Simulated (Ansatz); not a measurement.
# Computed map of one atom of the cell: PbTe (rock salt)

Relaxed PbTe (rock salt):

```yaml
crystal:
  lattice:
    - [0.00000, 3.28451, 3.28451]
    - [3.28451, 0.00000, 3.28451]
    - [3.28451, 3.28451, 0.00000]
  atoms:
    - { symbol: Te, position: [0.00000, 0.00000, 0.00000] }
    - { symbol: Pb, position: [0.50000, 0.50000, 0.50000] }
```

In this cell atom 2 (Pb, nearest neighbour Te at 3.285 Å; its periodic images, 4.6 Å or more away, move with it) is moved by u·(0.707, 0.707, 0.000) + v·(0.000, 0.000, 1.000); the rest is frozen.

Level of theory: PBE (plane waves to 420 eV, PAW, scalar-relativistic; Ansatz, a program for electronic structure). k mesh 7×7×7 (Γ-centred), Fermi-Dirac smearing 0.05 eV. Energies are smeared free energies. PbTe was relaxed with its symmetry unable to fall. Spin-orbit coupling is left out, though Pb and Te are heavy. ΔE is measured from the undisplaced structure. Axes are in Å.

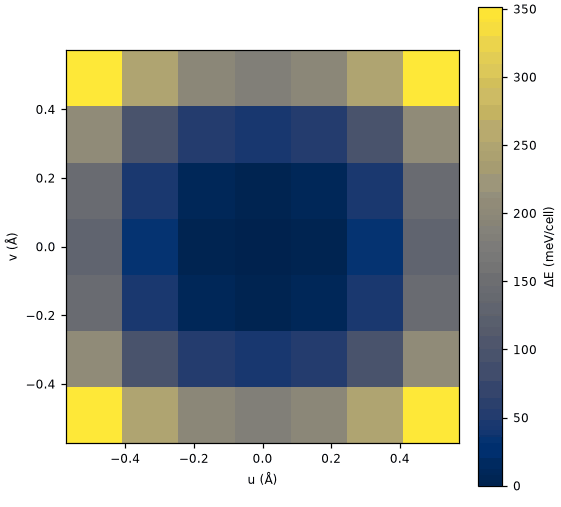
*ΔE (meV/cell) over the 7×7 grid of computed points.*

Highest place on the grid, met at several equal points: u = -0.490 Å, v = -0.490 Å; u = 0.490 Å, v = -0.490 Å; u = -0.490 Å, v = 0.490 Å; u = 0.490 Å, v = 0.490 Å (351 meV/cell). Lowest place on the grid: u = 0.000 Å, v = 0.000 Å (0 meV/cell).

(A displaced cell: forces are minus the slopes of the energy, force constants its curvatures, and phonons follow from these.)
